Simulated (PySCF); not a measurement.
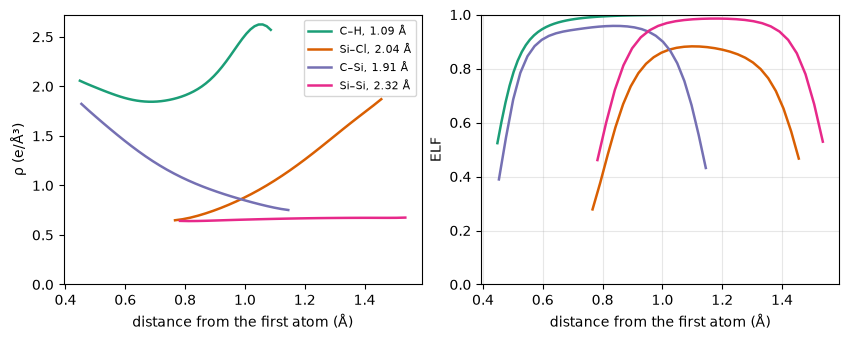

CH₁₁ClSi₄. Electron density and ELF along straight lines between neighbouring atoms. The curves leave out the atomic cores.

Geometry: GFN2-xTB.

Method: PySCF, PBE0/pcSseg-1, SCF density, gas phase, non-relativistic.

The calculation's input:

```
{"job": {"kind": "nmr", "xc": "PBE0", "basis": "pcSseg-1"}, "charge": 0, "multiplicity": 1}
C     -0.882310    -1.953621    -0.677252
Si    -1.082387    -0.058013    -0.767975
Si    -1.978407     0.736661     1.224891
Si     1.001567     0.850058    -1.326383
Si     2.653078     0.642640     0.288229
Cl     2.148832    -0.888001     1.544496
H     -1.827712    -2.442641    -0.459856
H     -0.510484    -2.364138    -1.611999
H     -0.182773    -2.233741     0.105387
H     -2.030419     0.171844    -1.882914
H     -3.333891     0.260275     1.515469
H     -1.154403     0.368447     2.377783
H     -2.050903     2.201605     1.206817
H      0.872876     2.290570    -1.607119
H      1.541138     0.319569    -2.591779
H      2.803976     1.801841     1.170623
H      4.005224     0.308676    -0.165375
```

Launched as:

```sh
OMP_NUM_THREADS=1 python probes_run.py task.json out
```

What can be read from the curves?

Answer. C–H (1.09 Å): the density is about 1.9 e/Å³ at the midpoint; the ELF climbs to about 1 towards the hydrogen, as it does in any bond to H (a covalent bond by its length).
Si–Cl (2.04 Å): the density is about 0.91 e/Å³ at the midpoint; the ELF peaks at about 0.90 between the atoms: a polar covalent bond.
C–Si (1.91 Å): ρ at the midpoint is about 0.89 e/Å³; the ELF peaks at about 0.95 between the atoms, as expected for a shared electron pair.
Si–Si (2.32 Å): the density is about 0.67 e/Å³ at the midpoint; the ELF peaks at about 1 between the atoms, as expected for a shared electron pair.
